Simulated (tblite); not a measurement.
**CH$_{3}$Cl$_{3}$F$_{2}$Ga$_{2}$: geometry relaxation (part 2 of 4)**

The same run, continued: CH$_{3}$Cl$_{3}$F$_{2}$Ga$_{2}$, SMILES [F][Ga-]1([F])[Cl+][GaH-]([CH2]Cl)[Cl+]1; GFN2-xTB geometry optimisation, gas phase (tblite 0.8.0). It belongs to a series of runs on one base structure; here: H on Ga replaced by CH2Cl.

Geometry of the input (Å):
```
F  1.6494  1.1515  1.4569
Ga 2.0427  -0.3478  0.5640
F  3.7407  -0.8794  0.6500
Cl 1.1109  -0.4048  -1.4423
Ga -0.7619  -0.7866  -0.2948
C  -1.3850  0.9757  0.3914
Cl -3.1187  0.8938  0.6799
Cl 0.5471  -1.8823  1.1196
H  -1.8405  -1.6724  -1.0614
H  -1.1020  1.7340  -0.3699
H  -0.8775  1.2210  1.3606
```

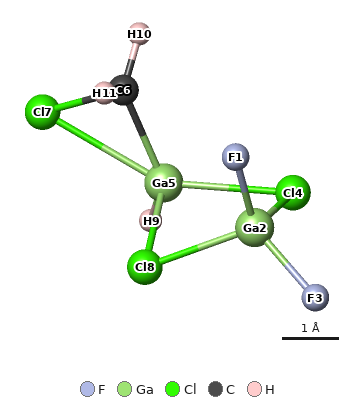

Figure 1. The geometry at step 29 of the log (ball-and-stick view, seen at a tilt; atoms are numbered from 1 in the order of the input).

Trajectory as extended XYZ, continued:
```
11
Properties=species:S:1:pos:R:3:forces:R:3 step=16 energy=-801.56159
F     1.8613    1.0887    1.4274    0.0290  -0.0060  -0.0010
Ga    1.9989   -0.4075    0.5275    0.0980   0.0290   0.0400
F     3.6547   -0.9632    0.6069   -0.1020  -0.1050  -0.0500
Cl    1.1162   -0.3282   -1.5095    0.0590  -0.0450  -0.0400
Ga   -0.9277   -0.7261   -0.3066    0.1950  -0.0990  -0.0850
C    -1.2623    1.1110    0.3905    0.0550  -0.0090   0.0070
Cl   -2.9803    0.5261    0.5062   -0.1930  -0.0330   0.0430
Cl    0.3895   -1.8254    1.2526    0.0120   0.0840   0.0850
H    -1.6720   -1.8549   -1.0244   -0.0090   0.0850  -0.0380
H    -1.2330    2.0137   -0.2145   -0.1540   0.0800  -0.0920
H    -0.9399    1.3685    1.3978    0.0110   0.0170   0.1320
11
Properties=species:S:1:pos:R:3:forces:R:3 step=18 energy=-801.57546
F     1.8787    1.0993    1.4364    0.0440  -0.1670  -0.1110
Ga    1.9974   -0.4129    0.5281    0.1570   0.1540   0.1060
F     3.6520   -0.9981    0.5963   -0.1920  -0.0660  -0.0600
Cl    1.1145   -0.3371   -1.5257    0.1390  -0.0380   0.0290
Ga   -0.8988   -0.7124   -0.3171    0.0540  -0.0210  -0.0480
C    -1.2597    1.1233    0.3934   -0.1500  -0.1930  -0.1390
Cl   -2.9757    0.4957    0.5013   -0.0630  -0.0020   0.0530
Cl    0.3764   -1.8022    1.2722    0.0550   0.0740   0.0820
H    -1.6565   -1.8397   -1.0197   -0.0060   0.0560  -0.0640
H    -1.2701    2.0228   -0.2187   -0.0770   0.0740   0.0370
H    -0.9528    1.3641    1.4075    0.0380   0.1290   0.1150
11
Properties=species:S:1:pos:R:3:forces:R:3 step=19 energy=-801.58307
F     1.8882    1.1022    1.4393    0.0510  -0.1760  -0.1240
Ga    2.0014   -0.4116    0.5316    0.1050   0.1490   0.0830
F     3.6461   -1.0200    0.5887   -0.1710  -0.0620  -0.0600
Cl    1.1181   -0.3437   -1.5351    0.1780  -0.0310   0.0840
Ga   -0.8799   -0.7064   -0.3252   -0.0110   0.0360  -0.0050
C    -1.2608    1.1260    0.3934   -0.2350  -0.1630  -0.1120
Cl   -2.9768    0.4816    0.5013    0.0280   0.0030   0.0510
Cl    0.3720   -1.7878    1.2860    0.0780   0.0820   0.0610
H    -1.6490   -1.8277   -1.0192   -0.0110   0.0210  -0.0840
H    -1.2941    2.0270   -0.2212   -0.0250   0.0040   0.1320
H    -0.9598    1.3631    1.4144    0.0140   0.1370  -0.0260
11
Properties=species:S:1:pos:R:3:forces:R:3 step=20 energy=-801.59141
F     1.8991    1.1020    1.4399    0.0550  -0.1190  -0.0980
Ga    2.0078   -0.4074    0.5367    0.0100   0.0860   0.0210
F     3.6365   -1.0437    0.5796   -0.1070  -0.0710  -0.0550
Cl    1.1264   -0.3508   -1.5435    0.2010  -0.0230   0.1400
Ga   -0.8613   -0.7005   -0.3340   -0.0570   0.0770   0.0380
C    -1.2655    1.1267    0.3925   -0.2720  -0.0760  -0.0350
Cl   -2.9783    0.4673    0.5024    0.0890  -0.0030   0.0510
Cl    0.3694   -1.7718    1.3021    0.0920   0.0990   0.0270
H    -1.6419   -1.8153   -1.0209   -0.0110  -0.0090  -0.0970
H    -1.3198    2.0313   -0.2208    0.0210  -0.0720   0.1990
H    -0.9669    1.3650    1.4199   -0.0210   0.1100  -0.1910
11
Properties=species:S:1:pos:R:3:forces:R:3 step=22 energy=-801.61310
F     1.9354    1.0935    1.4348    0.0580   0.1510   0.0440
Ga    2.0211   -0.3960    0.5473   -0.1630  -0.1660  -0.1470
F     3.6036   -1.1090    0.5524    0.0690  -0.1060  -0.0370
Cl    1.1609   -0.3676   -1.5532    0.1850   0.0070   0.2080
Ga   -0.8221   -0.6812   -0.3523   -0.1290   0.0640   0.0840
C    -1.2911    1.1287    0.3895   -0.1500   0.1240   0.1220
Cl   -2.9757    0.4214    0.5045    0.0560  -0.0260   0.0810
Cl    0.3653   -1.7227    1.3452    0.0770   0.1220  -0.0560
H    -1.6213   -1.7917   -1.0320    0.0320  -0.0050  -0.0850
H    -1.3839    2.0461   -0.2032    0.0530  -0.1460   0.1580
H    -0.9869    1.3811    1.4209   -0.0870  -0.0170  -0.3720
11
Properties=species:S:1:pos:R:3:forces:R:3 step=23 energy=-801.62649
F     1.9654    1.0899    1.4315    0.0640   0.2530   0.0950
Ga    2.0242   -0.3940    0.5495   -0.1440  -0.2580  -0.1700
F     3.5817   -1.1566    0.5325    0.1040  -0.1050  -0.0260
Cl    1.1874   -0.3774   -1.5533    0.1460   0.0290   0.1930
Ga   -0.8010   -0.6642   -0.3615   -0.1690   0.0180   0.0790
C    -1.3126    1.1340    0.3882   -0.0180   0.1480   0.1110
Cl   -2.9687    0.3817    0.5047   -0.0290  -0.0240   0.1150
Cl    0.3607   -1.6842    1.3730    0.0420   0.1100  -0.0850
H    -1.6032   -1.7797   -1.0404    0.0740   0.0250  -0.0660
H    -1.4258    2.0586   -0.1847    0.0180  -0.1150   0.0430
H    -1.0027    1.3947    1.4144   -0.0890  -0.0800  -0.2880
11
Properties=species:S:1:pos:R:3:forces:R:3 step=24 energy=-801.63846
F     1.9979    1.0909    1.4300    0.0740   0.2300   0.0750
Ga    2.0244   -0.3974    0.5486   -0.0370  -0.2340  -0.1000
F     3.5616   -1.2072    0.5120    0.0830  -0.0810  -0.0130
Cl    1.2149   -0.3870   -1.5499    0.0940   0.0510   0.1400
Ga   -0.7828   -0.6449   -0.3690   -0.1960  -0.0190   0.0680
C    -1.3351    1.1414    0.3871    0.0840   0.0790   0.0180
Cl   -2.9606    0.3387    0.5063   -0.1030  -0.0050   0.1480
Cl    0.3551   -1.6423    1.3990   -0.0070   0.0800  -0.0930
H    -1.5818   -1.7669   -1.0488    0.1050   0.0420  -0.0580
H    -1.4679    2.0705   -0.1658   -0.0430  -0.0380  -0.0950
H    -1.0204    1.4069    1.4045   -0.0530  -0.1060  -0.0900
11
Properties=species:S:1:pos:R:3:forces:R:3 step=25 energy=-801.64578
F     2.0192    1.0959    1.4304    0.0780   0.1260   0.0140
Ga    2.0246   -0.4030    0.5470    0.0700  -0.1290   0.0010
F     3.5506   -1.2414    0.4986    0.0530  -0.0580  -0.0010
Cl    1.2341   -0.3929   -1.5448    0.0470   0.0670   0.0840
Ga   -0.7739   -0.6322   -0.3726   -0.1860  -0.0250   0.0610
C    -1.3497    1.1458    0.3857    0.1050  -0.0080  -0.0740
Cl   -2.9573    0.3129    0.5116   -0.1290   0.0100   0.1580
Cl    0.3520   -1.6137    1.4130   -0.0500   0.0460  -0.0790
H    -1.5662   -1.7557   -1.0550    0.1020   0.0250  -0.0670
H    -1.4953    2.0754   -0.1564   -0.0870   0.0360  -0.1800
H    -1.0327    1.4115    1.3963   -0.0030  -0.0900   0.0830
11
Properties=species:S:1:pos:R:3:forces:R:3 step=27 energy=-801.65921
F     2.0509    1.1112    1.4311    0.0810  -0.1050  -0.1060
Ga    2.0337   -0.4150    0.5484    0.2040   0.1190   0.1630
F     3.5393   -1.2954    0.4794    0.0350  -0.0350   0.0290
Cl    1.2676   -0.3995   -1.5300   -0.0640   0.0880  -0.0010
Ga   -0.7701   -0.6161   -0.3740   -0.0750   0.0100   0.0550
C    -1.3698    1.1481    0.3791   -0.0100  -0.0450  -0.1030
Cl   -2.9648    0.2869    0.5365   -0.0510   0.0170   0.1150
Cl    0.3490   -1.5695    1.4262   -0.1250  -0.0250  -0.0270
H    -1.5404   -1.7310   -1.0709    0.0340  -0.0760  -0.1140
H    -1.5397    2.0747   -0.1578   -0.1010   0.0720  -0.1870
H    -1.0502    1.4083    1.3859    0.0730  -0.0200   0.1770
11
Properties=species:S:1:pos:R:3:forces:R:3 step=28 energy=-801.66614
F     2.0738    1.1174    1.4286    0.0810  -0.1790  -0.1340
Ga    2.0435   -0.4209    0.5522    0.2090   0.1900   0.1930
F     3.5331   -1.3276    0.4689    0.0430  -0.0330   0.0490
Cl    1.2848   -0.3994   -1.5215   -0.1270   0.0960  -0.0140
Ga   -0.7727   -0.6071   -0.3733    0.0040   0.0080   0.0390
C    -1.3779    1.1515    0.3736   -0.1680   0.0590  -0.0520
Cl   -2.9705    0.2677    0.5520    0.0810   0.0690   0.0740
Cl    0.3417   -1.5442    1.4337   -0.1310  -0.0410  -0.0120
H    -1.5224   -1.7216   -1.0826    0.0020  -0.1170  -0.1360
H    -1.5689    2.0800   -0.1624   -0.0690  -0.0580  -0.0860
H    -1.0591    1.4070    1.3846    0.0740   0.0050   0.0780
11
Properties=species:S:1:pos:R:3:forces:R:3 step=29 energy=-801.67300
F     2.0823    1.1241    1.4242    0.0910  -0.1730  -0.1100
Ga    2.0612   -0.4204    0.5618    0.1520   0.1890   0.1390
F     3.5356   -1.3462    0.4653    0.0780  -0.0410   0.0720
Cl    1.3008   -0.3969   -1.5087   -0.1850   0.1000  -0.0130
Ga   -0.7796   -0.6076   -0.3687    0.0800   0.0290   0.0140
C    -1.3906    1.1477    0.3682   -0.1420   0.0340   0.1080
Cl   -2.9852    0.2806    0.5807    0.0890  -0.0130   0.0180
Cl    0.3438   -1.5326    1.4302   -0.1390  -0.0650   0.0200
H    -1.5172   -1.7098   -1.1015   -0.0380  -0.1530  -0.1330
H    -1.5854    2.0664   -0.1786   -0.0520   0.0250  -0.0500
H    -1.0601    1.3974    1.3811    0.0650   0.0670  -0.0640
11
Properties=species:S:1:pos:R:3:forces:R:3 step=30 energy=-801.68065
F     2.1080    1.1223    1.4175    0.0940  -0.1130  -0.0610
Ga    2.0740   -0.4213    0.5689    0.0830   0.0940   0.0680
F     3.5307   -1.3742    0.4583    0.0770  -0.0360   0.0900
Cl    1.3096   -0.3914   -1.5020   -0.2080   0.1020   0.0210
Ga   -0.7841   -0.5998   -0.3668    0.1010  -0.0160  -0.0340
C    -1.3990    1.1553    0.3646   -0.2260   0.1130   0.1290
Cl   -2.9855    0.2588    0.5916    0.1750   0.0510  -0.0030
Cl    0.3302   -1.5127    1.4378   -0.0850  -0.0440   0.0070
H    -1.5001   -1.7115   -1.1152   -0.0190  -0.1060  -0.1040
H    -1.6125    2.0764   -0.1820   -0.0250  -0.1250   0.0610
H    -1.0657    1.4007    1.3813    0.0330   0.0800  -0.1730
11
Properties=species:S:1:pos:R:3:forces:R:3 step=32 energy=-801.69572
F     2.1576    1.1138    1.4026    0.1050   0.0860   0.0730
Ga    2.0998   -0.4205    0.5834   -0.0490  -0.2030  -0.1060
F     3.5281   -1.4208    0.4535    0.0320   0.0010   0.1140
Cl    1.3108   -0.3741   -1.4861   -0.1680   0.1000   0.0690
Ga   -0.7910   -0.5876   -0.3645    0.0530  -0.0730  -0.1350
C    -1.4266    1.1711    0.3628   -0.0380  -0.0240   0.0350
Cl   -2.9754    0.2262    0.6114    0.0560   0.0600   0.0180
Cl    0.3025   -1.4826    1.4475    0.0530   0.0000  -0.0100
H    -1.4712   -1.7216   -1.1444    0.0310   0.0440  -0.0010
H    -1.6572    2.0868   -0.1847   -0.0740  -0.1220   0.0940
H    -1.0719    1.4120    1.3723   -0.0010   0.1300  -0.1520
11
Properties=species:S:1:pos:R:3:forces:R:3 step=33 energy=-801.70254
F     2.1885    1.1129    1.3976    0.1040   0.0670   0.0720
Ga    2.1108   -0.4265    0.5876   -0.0640  -0.2290  -0.0970
F     3.5273   -1.4495    0.4525   -0.0120   0.0300   0.1190
Cl    1.3079   -0.3638   -1.4759   -0.1240   0.1010   0.0530
Ga   -0.7909   -0.5799   -0.3673    0.0140  -0.0620  -0.1500
C    -1.4441    1.1781    0.3622    0.0970  -0.1240  -0.0700
Cl   -2.9669    0.2070    0.6223   -0.0540   0.0340   0.0440
Cl    0.2887   -1.4633    1.4539    0.1090   0.0080  -0.0120
H    -1.4532   -1.7234   -1.1592    0.0360   0.0930   0.0360
H    -1.6857    2.0895   -0.1828   -0.1160  -0.0690   0.0580
H    -1.0768    1.4215    1.3630    0.0100   0.1510  -0.0540
11
Properties=species:S:1:pos:R:3:forces:R:3 step=34 energy=-801.71028
F     2.2268    1.1135    1.3929    0.0970  -0.0220   0.0350
Ga    2.1234   -0.4375    0.5915   -0.0720  -0.1740  -0.0400
F     3.5263   -1.4839    0.4534   -0.0500   0.0560   0.1200
Cl    1.3035   -0.3499   -1.4624   -0.0680   0.1030   0.0160
Ga   -0.7904   -0.5717   -0.3733   -0.0220  -0.0230  -0.1290
C    -1.4636    1.1832    0.3599    0.2030  -0.1880  -0.1630
Cl   -2.9593    0.1863    0.6379   -0.1430  -0.0050   0.0670
Cl    0.2754   -1.4396    1.4610    0.1570   0.0100  -0.0150
H    -1.4315   -1.7221   -1.1769    0.0200   0.1150   0.0570
H    -1.7226    2.0899   -0.1807   -0.1470  -0.0260   0.0130
H    -1.0826    1.4345    1.3505    0.0260   0.1550   0.0380
11
Properties=species:S:1:pos:R:3:forces:R:3 step=35 energy=-801.71989
F     2.2736    1.1133    1.3873    0.0840  -0.1450  -0.0180
Ga    2.1388   -0.4536    0.5964   -0.0940  -0.0580   0.0380
F     3.5256   -1.5218    0.4588   -0.0680   0.0640   0.1140
Cl    1.2961   -0.3296   -1.4445    0.0020   0.1030  -0.0340
Ga   -0.7920   -0.5647   -0.3829   -0.0460   0.0390  -0.0660
C    -1.4834    1.1848    0.3547    0.2550  -0.1780  -0.2040
Cl   -2.9546    0.1668    0.6608   -0.1840  -0.0540   0.0820
Cl    0.2642   -1.4135    1.4674    0.1890   0.0040  -0.0230
H    -1.4068   -1.7183   -1.1988   -0.0180   0.1050   0.0640
H    -1.7682    2.0863   -0.1792   -0.1570  -0.0050  -0.0390
H    -1.0878    1.4530    1.3339    0.0380   0.1230   0.0870
11
Properties=species:S:1:pos:R:3:forces:R:3 step=37 energy=-801.73875
F     2.3585    1.1021    1.3745    0.0600  -0.2650  -0.0620
Ga    2.1642   -0.4844    0.6088   -0.1480   0.1380   0.0910
F     3.5250   -1.5763    0.4833   -0.0360   0.0280   0.0890
Cl    1.2805   -0.2794   -1.4101    0.0990   0.0960  -0.0990
Ga   -0.8040   -0.5592   -0.4039   -0.0020   0.1280   0.1060
C    -1.5068    1.1765    0.3383    0.0840   0.0710  -0.0480
Cl   -2.9606    0.1477    0.7140   -0.0420  -0.1190   0.0610
Cl    0.2631   -1.3771    1.4714    0.1450  -0.0210  -0.0450
H    -1.3717   -1.7078   -1.2406   -0.1070   0.0210   0.0400
H    -1.8529    2.0666   -0.1812   -0.0730  -0.0420  -0.1280
H    -1.0897    1.4942    1.2994    0.0190  -0.0330  -0.0040
11
Properties=species:S:1:pos:R:3:forces:R:3 step=38 energy=-801.74548
F     2.3882    1.0914    1.3690    0.0630  -0.2130  -0.0340
Ga    2.1688   -0.4912    0.6152   -0.1210   0.1020   0.0400
F     3.5219   -1.5944    0.4934   -0.0480   0.0370   0.0830
Cl    1.2800   -0.2609   -1.4025    0.1030   0.0900  -0.0920
Ga   -0.8067   -0.5551   -0.4102    0.0290   0.1120   0.1410
C    -1.5117    1.1742    0.3313   -0.0900   0.1690   0.0410
Cl   -2.9652    0.1391    0.7334    0.0990  -0.0920   0.0300
Cl    0.2691   -1.3653    1.4737    0.0900  -0.0330  -0.0570
H    -1.3635   -1.7017   -1.2534   -0.1190   0.0020   0.0390
H    -1.8852    2.0581   -0.1839   -0.0090  -0.0890  -0.1290
H    -1.0903    1.5084    1.2878    0.0020  -0.0850  -0.0620
11
Properties=species:S:1:pos:R:3:forces:R:3 step=39 energy=-801.75221
F     2.4005    1.0741    1.3650    0.0770  -0.0690   0.0310
Ga    2.1636   -0.4937    0.6190   -0.0940   0.0290  -0.0630
F     3.5228   -1.5856    0.5123   -0.0280   0.0100   0.0660
Cl    1.2721   -0.2408   -1.4011    0.1080   0.0740  -0.0740
Ga   -0.8128   -0.5556   -0.4112    0.0700   0.0480   0.1230
C    -1.5081    1.1711    0.3267   -0.1660   0.1690   0.1490
Cl   -2.9679    0.1437    0.7444    0.1620  -0.0970   0.0270
Cl    0.2828   -1.3731    1.4659   -0.0080  -0.0560  -0.0390
H    -1.3703   -1.7015   -1.2558   -0.1100   0.0070   0.0490
H    -1.8934    2.0456   -0.1899   -0.0020   0.0000  -0.1870
H    -1.0839    1.5185    1.2786   -0.0080  -0.1150  -0.0820
11
Properties=species:S:1:pos:R:3:forces:R:3 step=41 energy=-801.76811
F     2.4760    1.0393    1.3568    0.0920   0.1020   0.1080
Ga    2.1588   -0.5045    0.6278    0.0960  -0.1610  -0.2100
F     3.5061   -1.6305    0.5341   -0.1410   0.0890   0.0530
Cl    1.2790   -0.2008   -1.4008    0.1130   0.0570  -0.0100
Ga   -0.8035   -0.5287   -0.4156    0.0360  -0.0940   0.0300
C    -1.5333    1.1840    0.3176   -0.2940   0.0410   0.0750
Cl   -2.9517    0.0954    0.7747    0.2830   0.0310   0.0100
Cl    0.2900   -1.3426    1.4752   -0.1220  -0.0770  -0.0400
H    -1.3554   -1.6858   -1.2687   -0.0560   0.0850   0.1160
H    -1.9689    2.0347   -0.2021    0.0410  -0.0300  -0.1000
H    -1.0918    1.5422    1.2548   -0.0480  -0.0440  -0.0330
11
Properties=species:S:1:pos:R:3:forces:R:3 step=42 energy=-801.78377
F     2.5531    1.0099    1.3524    0.0660   0.0670   0.0860
Ga    2.1574   -0.5220    0.6286    0.2070  -0.0800  -0.2150
F     3.4891   -1.6691    0.5595   -0.1630   0.0860   0.0310
Cl    1.2835   -0.1583   -1.3974    0.1330   0.0410   0.0250
Ga   -0.7964   -0.5033   -0.4168    0.0030  -0.1530  -0.0520
C    -1.5707    1.1964    0.3110   -0.0870  -0.1660  -0.0500
Cl   -2.9220    0.0503    0.8053    0.1650   0.0700   0.0510
Cl    0.2897   -1.3168    1.4783   -0.1770  -0.0900  -0.0240
H    -1.3411   -1.6686   -1.2764   -0.0250   0.1270   0.1510
H    -2.0364    2.0214   -0.2180   -0.0240   0.0400  -0.0450
H    -1.1008    1.5628    1.2274   -0.0970   0.0570   0.0410
```
